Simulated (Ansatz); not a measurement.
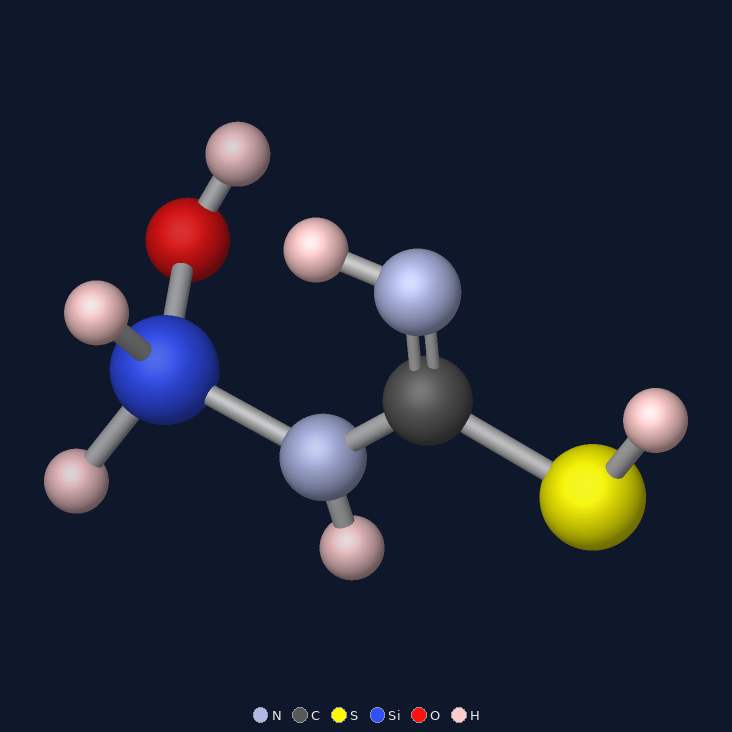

The geometry was computed by an optimisation with PBE0-D4/def2-TZVP. No frequency run is at hand to confirm it as a minimum.

Give the structural formula.

SMILES: [H]/N=C(/S)N[SiH2]O

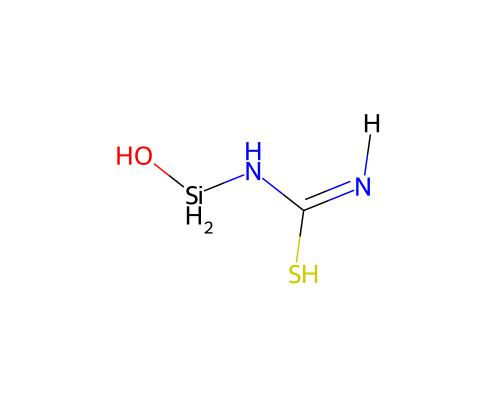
